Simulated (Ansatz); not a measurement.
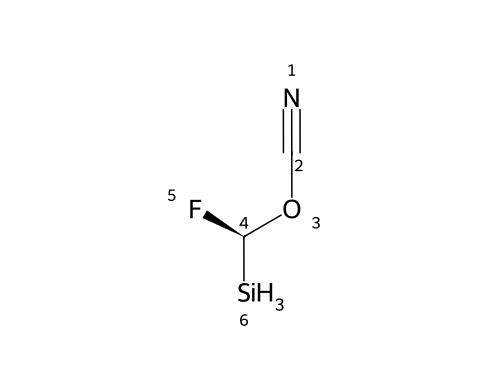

A structural formula, with wedges where it has stereocentres; small numbers name the atoms. The configuration is that of a computed structure (PBE0-D4/def2-TZVP).

**Assign CIP descriptors.**

C4: R.

**Give a SMILES with the stereochemistry.**

N#CO[C@H](F)[SiH3]
